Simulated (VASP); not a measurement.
# Nb3Sn with PBEsol: from relaxation to properties, part 7 of 7

Aim: relax Nb3Sn, then compute properties on the relaxed cell. The start is a cell from a database of measured crystal structures.

VASP 6.6.1; PBEsol; plane waves and PAW (Nb_sv, Sn_d).

So far. Step 15 (Volume scan with PBEsol, volume scale 1.06): The pressure falls from -6.45 to -9.18 GPa. The parabola predicted -9.12 GPa, +0.06 GPa off. The relaxed cell has a = 5.250 Å (conventional setting).

## (17) Fit for PBEsol (continued)

Table of energy above the fitted minimum by volume:

```
volume (Å³/atom)  energy above the fitted minimum (eV/atom)
          17.002                                     0.0442
          17.363                                     0.0199
          17.725                                    0.00561
          18.087                                     7.2e-5
          18.448                                    0.00262
          18.810                                     0.0125
          19.172                                     0.0287
```

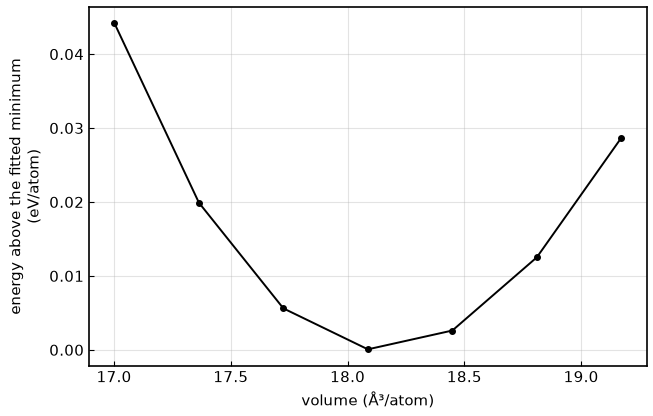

Energy above the fitted minimum, plotted against volume.

The fitted volume lies +0.33 % from the relaxed one. At a finite cutoff and mesh the minimum of the energy and the zero of the stress don't quite coincide, and the relaxation stops at a threshold.

## (18) Band structure (PBEsol), changed input

This step: PBEsol; plane waves and PAW (Nb_sv, Sn_d) (VASP 6.6.1).

This run is made with a changed input; what comes of it follows.

Contents of INCAR:

```
SYSTEM = Nb3Sn
PREC = Accurate
ENCUT = 400
EDIFF = 1E-16
NELM = 80
ISMEAR = 1
SIGMA = 0.2
LREAL = .FALSE.
ALGO = Normal
GGA = PS
NBANDS = 77
LASPH = .TRUE.
LORBIT = 11
LWAVE = .FALSE.
LCHARG = .FALSE.
KPAR = 4
```

Contents of POSCAR:

```
Nb3Sn
1.0
    5.2498892567      0.0000000000      0.0000000000
    0.0000000000      5.2498892567      0.0000000000
    0.0000000000      0.0000000000      5.2498892567
Nb Sn
6 2
Direct
    0.2500000000      0.0000000000      0.5000000000
    0.5000000000      0.7500000000      0.0000000000
    0.7500000000      0.0000000000      0.5000000000
    0.5000000000      0.2500000000      0.0000000000
    0.0000000000      0.5000000000      0.7500000000
    0.0000000000      0.5000000000      0.2500000000
    0.0000000000      0.0000000000      0.0000000000
    0.5000000000      0.5000000000      0.5000000000
```

Contents of KPOINTS:

```
Automatic mesh
0
Gamma
4 4 4
0 0 0
```

Contents of KPOINTS_OPT:

```
Line mode
12
Line-mode
Reciprocal
  0.00000000   0.00000000   0.00000000 GAMMA
  0.00000000   0.50000000   0.00000000 X

  0.00000000   0.50000000   0.00000000 X
  0.50000000   0.50000000   0.00000000 M

  0.50000000   0.50000000   0.00000000 M
  0.00000000   0.00000000   0.00000000 GAMMA

  0.00000000   0.00000000   0.00000000 GAMMA
  0.50000000   0.50000000   0.50000000 R

  0.50000000   0.50000000   0.50000000 R
  0.00000000   0.50000000   0.00000000 X

  0.50000000   0.50000000   0.00000000 M
  0.50000000   0.50000000   0.50000000 R
```

Potentials, in the order of the species: Nb_sv and Sn_d (PBE family, release 64).

Command:

```
$ mpirun -np 4 vasp_std
```

Output:

```text
[... set-up lines as in an earlier step ...]
 entering main loop
       N       E                     dE             d eps       ncg     rms          rms(c)
[... 11 cycles as in an earlier step ...]
DAV:  12    -0.759661908933E+02    0.29937E-05   -0.11762E-05  2435   0.176E-02    0.448E-03
DAV:  13    -0.759661900101E+02    0.88319E-06   -0.11529E-06  2232   0.496E-03    0.180E-03
DAV:  14    -0.759661900009E+02    0.91513E-08   -0.90256E-08  2526   0.144E-03    0.103E-03
DAV:  15    -0.759661897575E+02    0.24345E-06   -0.41165E-08  2256   0.990E-04    0.182E-04
[...]
DAV:  78    -0.759661897736E+02   -0.15807E-08   -0.15686E-11  3064   0.133E-10    0.147E-10
DAV:  79    -0.759661897727E+02    0.87130E-09   -0.51370E-12  3075   0.150E-10    0.102E-10
DAV:  80    -0.759661897728E+02   -0.72760E-10    0.25918E-12  3080   0.142E-10
 -----------------------------------------------------------------------------
|                                                                             |
|           W    W    AA    RRRRR   N    N  II  N    N   GGGG   !!!           |
|           W    W   A  A   R    R  NN   N  II  NN   N  G    G  !!!           |
|           W    W  A    A  R    R  N N  N  II  N N  N  G       !!!           |
|           W WW W  AAAAAA  RRRRR   N  N N  II  N  N N  G  GGG   !            |
|           WW  WW  A    A  R   R   N   NN  II  N   NN  G    G                |
|           W    W  A    A  R    R  N    N  II  N    N   GGGG   !!!           |
|                                                                             |
|     The electronic self-consistency was not achieved in the given           |
|     number of steps (NELM). The forces and other quantities evaluated       |
|     might not be reliable so examine the results carefully. If you find     |
|     spurious results, we suggest increasing NELM, if you were close to      |
|     convergence or switching to a different ALGO or adjusting the           |
|     density mixing parameters otherwise.                                    |
|                                                                             |
 -----------------------------------------------------------------------------

   1 F= -.75966190E+02 E0= -.75954609E+02  d E =-.347408E-01
 Start KPOINTS_OPT (optional k-point list driver)
k-point batch [1-10\72]
       N       E                     dE             ncg
DAV:   1     0.546557626923E+04   -0.81263E+03     1632
DAV:   2    -0.819016174355E+04   -0.13656E+05     1572
DAV:   3    -0.101910022804E+05   -0.20008E+04     2105
DAV:   4    -0.104011558988E+05   -0.21015E+03     2320
[...]
DAV:  18    -0.104127289297E+05    0.12387E-08     3072
DAV:  19    -0.104127289297E+05   -0.82218E-09     3072
DAV:  20    -0.104127289297E+05    0.11169E-08     3056
```

It took 4.6 min on 4 MPI ranks of AMD EPYC 7R32 (Zen 2), shared host.

The run was cut off at its time limit.

The fault in the input: threshold below the noise (EDIFF = 1e-16). An EDIFF of 1E-06 to 1E-08 can be reached; this one can't.

## (19) Summary of results

* relaxed volume: 18.09 Å³/atom
* relaxed conventional cell a, b, c: 5.250, 5.250, 5.250 Å
* space group after relaxing, within 0.02 Å: Pm-3n (No. 223)
* band gap: none, a metal
* DOS at the Fermi level: 17.8 states/eV/cell
* highest zone-centre mode: 215 cm⁻¹
* bulk modulus from the fit: 175 GPa
* volume from the fit: 18.1 Å³/atom

What this shows: With PBEsol, Nb3Sn relaxes to 18.09 Å³/atom in space group Pm-3n (held by the symmetry of the run), comes out as a metal and has a bulk modulus of 175 GPa. Against the listed cell the volume lies -1.8 %. Bands along the symmetry lines (PBEsol): Of the bands kept, 6 cross the Fermi level on this path. Zone-centre phonons (PBEsol): The highest mode in this list at Γ, 215.5 cm⁻¹, has its largest share on Nb (56 % of the kinetic energy). Spin-orbit coupling is left out, and with elements this heavy it would split and shift bands near the Fermi level. The k-sampling is coarse for a metal, so the Fermi level, pressures and the shape of the cell carry errors. Modes at Γ alone can't show that the crystal is stable at other wave vectors. No search among competing phases was made, and a listed structure need not be the one stable at ambient conditions. All values are for a static lattice at zero temperature.

[Lines on the potential files, build, host, timing and source positions are cut from VASP's logs without a mark.]

[Logs are printed without paths, hosts, clocks, repeated set-up lines and the standing remarks that a program may print on its own settings, such as how far it seeks lower states.]

[Hosts, paths, dates, database ids (printed as entryN), source tags and the programs' standing remarks are cut or masked in the printed files.]

[A measured line is paired with the nearest computed mode of its activity, which favours agreement.]
